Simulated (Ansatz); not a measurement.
A series of calculations on CH₆FGe

**1. Relaxation**

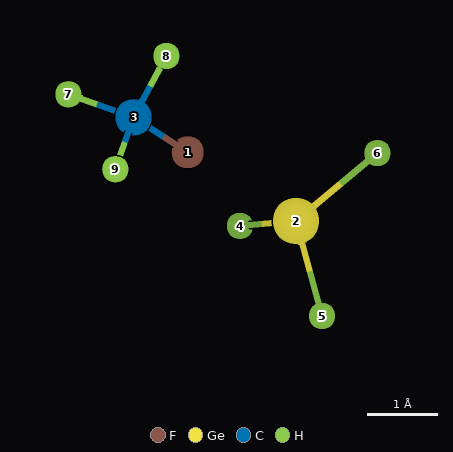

CH6FGe (multiplicity 2) (started from a transition state, displaced along its imaginary mode), before the relaxation. Style: ball-and-stick. Shown from a free direction.

All numbers below come from Ansatz, UKS PBE0-D4/def2-TZVP.

Input
```yaml
crystal:
  periodic: [false, false, false]
  atoms:
    - {symbol: F, position_ang: [0.191867, -0.476695, 0.205915]}
    - {symbol: Ge, position_ang: [-0.691514, 1.656442, -0.704499]}
    - {symbol: C, position_ang: [0.641546, -1.542095, 0.656849]}
    - {symbol: H, position_ang: [0.256036, 2.724556, -0.177463]}
    - {symbol: H, position_ang: [-2.105751, 1.770204, -0.154406]}
    - {symbol: H, position_ang: [-0.636460, 1.484773, -2.215781]}
    - {symbol: H, position_ang: [1.617681, -1.365065, 1.160676]}
    - {symbol: H, position_ang: [0.793443, -2.274809, -0.166533]}
    - {symbol: H, position_ang: [-0.067148, -1.977310, 1.395342]}
basis:
  gaussian: {orbitals: def2-TZVP}
magnetization: {spin_polarized: true, initial_magnetization: 1}
hamiltonian: {xc: pbe0, dispersion: d4}
relax: {f_tol: 0.005, max_steps: 200}
```

Launched with:
```bash
ansatz run in.yaml --threads 8 --pin off --events-out ev --progress --plain --max-ram 19148MiB
```

Where does the relaxation end?

Answer. The atom that moves furthest after the best rigid fit is H5 (0.80 Å). Largest moves by element: H 0.80 Å, Ge 0.70 Å, C 0.66 Å, F 0.52 Å. Near-neighbour distances that change, for instance: F1–Ge2 2.482 → 3.702 Å, F1–C3 1.241 → 1.377 Å, C3–H7 1.113 → 1.092 Å, Ge2–H4 1.522 → 1.541 Å. Among the angles between lasting bonds that change: H4–Ge2–H5 113.6° → 110.7°. The energy falls by 20.2 kcal/mol in 9 accepted moves (11 points after the start). The largest force component goes from 6.4 to 0.00039 eV/Å. The line search rejected the trial steps at points 5, 8 of the run.

Final geometry:

```xyz
9

F     0.3614   -0.9282    0.4056
Ge   -0.9420    2.2562   -0.9593
C     0.8766   -2.1070    0.8974
H    -0.0278    3.3953   -0.4694
H    -2.3823    2.4588   -0.4516
H    -0.9159    2.1614   -2.4967
H     1.8338   -1.9029    1.3822
H     1.0204   -2.8057    0.0703
H     0.1755   -2.5278    1.6216
```

After the run, drawn alike:

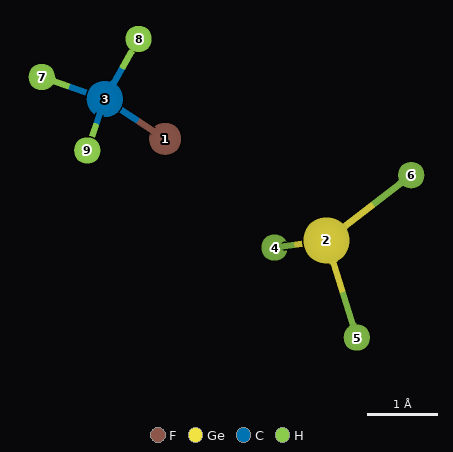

Limits of the set-up: the start holds two separate molecules, 2.5 Å apart at their closest, whose relative position is a soft coordinate.

**2. Relaxation**

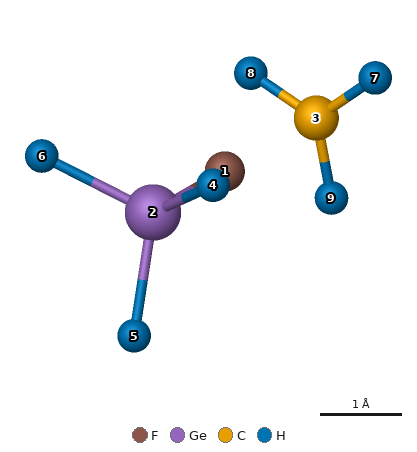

CH$_{6}$FGe (multiplicity 2) (started from a transition state, displaced along its imaginary mode), before the relaxation. Style: ball-and-stick. Shown from a free direction.

All numbers below come from UKS PBE0-D4/def2-TZVP (Ansatz 0.2.0).

Input file:
```yaml
crystal:
  periodic: [false, false, false]
  atoms:
    - {symbol: F, position_ang: [-0.022900, 0.038791, -0.013515]}
    - {symbol: Ge, position_ang: [-0.624134, 1.494276, -0.635393]}
    - {symbol: C, position_ang: [0.756992, -1.814436, 0.771923]}
    - {symbol: H, position_ang: [0.258705, 2.691776, -0.175285]}
    - {symbol: H, position_ang: [-2.081208, 1.745201, -0.145755]}
    - {symbol: H, position_ang: [-0.630841, 1.462428, -2.192327]}
    - {symbol: H, position_ang: [1.637962, -1.352189, 1.175373]}
    - {symbol: H, position_ang: [0.798244, -2.285014, -0.192238]}
    - {symbol: H, position_ang: [-0.093120, -1.980833, 1.407317]}
basis:
  gaussian: {orbitals: def2-TZVP}
magnetization: {spin_polarized: true, initial_magnetization: 1}
hamiltonian: {xc: pbe0, dispersion: d4}
relax: {f_tol: 0.005, max_steps: 200}
```

Launched with:
```bash
ansatz run in.yaml --threads 8 --pin off --events-out ev --progress --plain --max-ram 19148MiB
```

**Where does the relaxation end?**

The energy falls by 60.7 kJ/mol in 64 accepted moves (83 points after the start). Largest force component: 2.3 eV/Å at the start, 0.0036 eV/Å at the end. The line search rejected the trial steps at points 7, 14, 18, 26, 28, 29, 36, 38 and more of the run. The forces were under the threshold at step 79, but the run went on from there. The largest move after the best rigid fit is that of F1, 1.83 Å. Largest moves by element: F 1.83 Å, H 1.10 Å, C 0.44 Å, Ge 0.27 Å. Among the contacts that change: F1–Ge2 1.693 → 1.745 Å, Ge2–H4 1.557 → 1.532 Å, C3–H7 1.074 → 1.081 Å. Among the angles between lasting bonds that change: F1–Ge2–H5 110.8° → 105.4°, H4–Ge2–H6 108.3° → 112.9°, H4–Ge2–H5 108.3° → 112.4°.

History of the run:

| step | E − E(0), kJ/mol | largest force component, eV/Å | note |
| --- | --- | --- | --- |
| 0 | 0.00 | 2.3145 |  |
| 1 | -37.82 | 0.7795 |  |
| 2 | -46.56 | 0.2353 |  |
| 3 | -51.17 | 0.2764 |  |
| 4 | -52.26 | 0.1550 |  |
| 5 | -52.73 | 0.0830 |  |
| 6 | -52.89 | 0.0365 |  |
| 7 | -52.64 | 0.1746 | rejected |
| 8 | -52.97 | 0.0361 |  |
| 9 | -52.98 | 0.0132 |  |
| 10 | -53.01 | 0.0796 |  |
| 14 | -52.48 | 0.5861 | rejected |
| 18 | -54.25 | 0.4593 | rejected |
| 22 | -56.43 | 0.2788 |  |
| 25 | -57.95 | 0.0187 |  |
| 29 | -57.99 | 0.0578 | rejected |
| 33 | -58.08 | 0.0689 |  |
| 37 | -58.14 | 0.0998 |  |
| 41 | -58.21 | 0.0655 |  |
| 45 | -58.30 | 0.0490 |  |
| 48 | -58.47 | 0.1144 |  |
| 52 | -58.60 | 0.0350 |  |
| 56 | -58.74 | 0.0615 |  |
| 60 | -59.04 | 0.0693 |  |
| 64 | -59.48 | 0.1281 |  |
| 68 | -60.37 | 0.1091 |  |
| 71 | -60.41 | 0.2498 | rejected |
| 75 | -60.69 | 0.0224 |  |
| 79 | -60.70 | 0.0006 |  |
| 83 | -60.70 | 0.0036 |  |

Final geometry:

```xyz
9

F    -1.7074    0.3583    0.6351
Ge   -0.7838    1.3480   -0.4667
C     1.0446   -1.6134    0.5047
H     0.4934    1.7523    0.2767
H    -1.6810    2.5520   -0.7843
H    -0.5076    0.4845   -1.7017
H     1.9130   -1.2417    1.0295
H     1.1710   -2.1630   -0.4170
H     0.0577   -1.4769    0.9239
```

After the run, drawn alike:

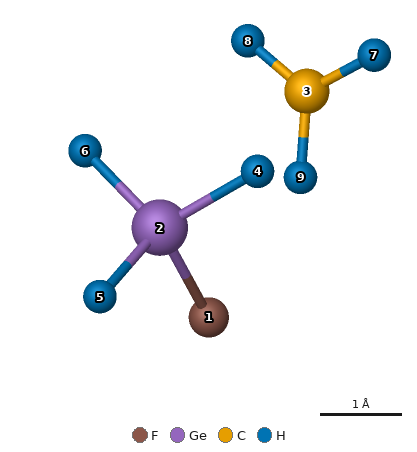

**3. Reaction**

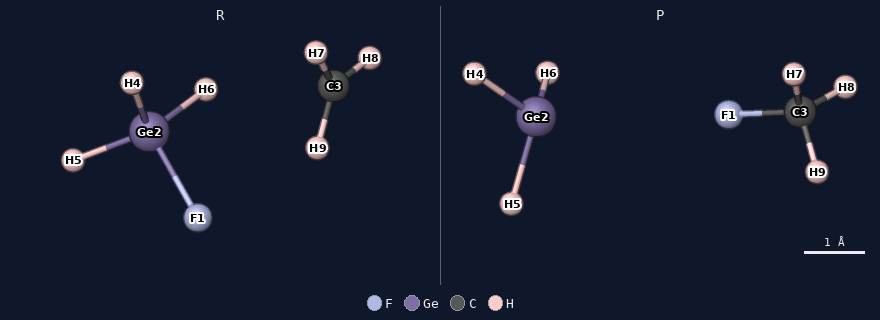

Reactant (R) and product (P) of one elementary step of CH6FGe (multiplicity 2). The picture is a ball-and-stick view, seen at a tilt.

Stationary points at PBE0-D4/def2-TZVP, single-point energies with CCSD(T)/CBS, PBE-QIDH, SPW92 (LDA) (def2-TZVPP where no basis is named; Ansatz 0.2.0). The energies are electronic, without zero-point or thermal terms, and both ends are the relaxed geometries reached downhill from the saddle, with any fragments still in contact. CCSD(T)/CBS stands for a frozen-core estimate: MP2 correlation extrapolated from def2-TZVPP and def2-QZVPP, CCSD(T) minus MP2 from the smaller set.

> What is the transition state like, and how high is the barrier?

Counted by bonded pieces, R holds CH₃ + GeH₃F and P holds CH₃F + GeH₃. From R over the saddle to P, a bond forms: F1–C3 (3.39 → 1.70 → 1.38 Å). A bond breaks: F1–Ge2 (1.75 → 2.09 → 3.70 Å). The saddle has one imaginary mode, 784i cm⁻¹. The end P keeps a soft imaginary mode of 72i cm⁻¹, so it isn't quite a minimum. With CCSD(T)/CBS the barrier is 1.89 eV from R and 1.16 eV from P, and P lies 0.73 eV above R.

```tsv
level	barrier from R (eV)	barrier from P (eV)	P less R (eV)
CCSD(T)/CBS	1.89	1.16	0.73
PBE-QIDH	1.97	1.29	0.68
SPW92 (LDA)	0.95	0.58	0.37
```

Against CCSD(T)/CBS, PBE-QIDH comes closest on the barrier from R (+0.08 eV) and SPW92 (LDA) misses most (−0.94 eV).

The saddle point in the same view, with dashed sticks for the bonds that form or break:

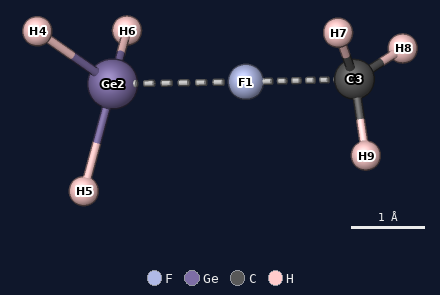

Limits of the set-up: the start holds two separate molecules, 2.6 Å apart at their closest, whose relative position is a soft coordinate.

**4. Reaction**

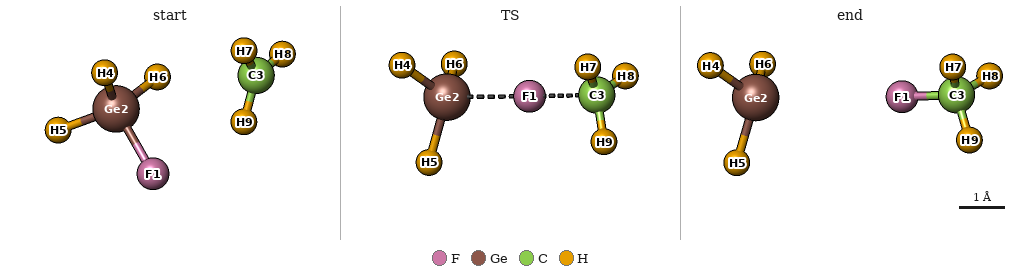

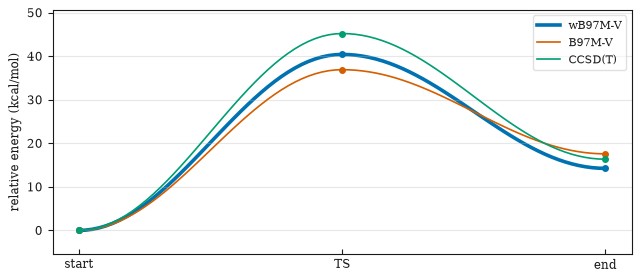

A reaction step of CH6FGe (multiplicity 2), with its energy diagram. The picture is a ball-and-stick view, seen at a tilt. Dashed sticks mark bonds that form or break.

Stationary points at PBE0-D4/def2-TZVP, single-point energies with wB97M-V, B97M-V, CCSD(T) (def2-TZVPP where no basis is named; Ansatz 0.2.0). The energies are electronic, without zero-point or thermal terms, and both ends are the relaxed geometries reached downhill from the saddle, with any fragments still in contact.

> What happens, and what does it cost?

Counted by bonded pieces, the start holds CH₃ + GeH₃F and the end holds CH₃F + GeH₃. From the start over the saddle to the end, a bond forms: F1–C3 (3.39 → 1.70 → 1.38 Å). A bond breaks: F1–Ge2 (1.75 → 2.09 → 3.70 Å). The saddle has one imaginary mode, 784i cm⁻¹. The end the end keeps a soft imaginary mode of 72i cm⁻¹, so it isn't quite a minimum. With wB97M-V the barrier is 40.4 kcal/mol from the start and 26.2 kcal/mol from the end, and the end lies 14.3 kcal/mol above the start.

```csv
level,barrier from the start (kcal/mol),barrier from the end (kcal/mol),the end less the start (kcal/mol)
wB97M-V,40.4,26.2,14.3
B97M-V,36.9,19.3,17.6
CCSD(T),45.2,28.9,16.4
```

Limits of the set-up: the start holds two separate molecules, 2.6 Å apart at their closest, whose relative position is a soft coordinate.
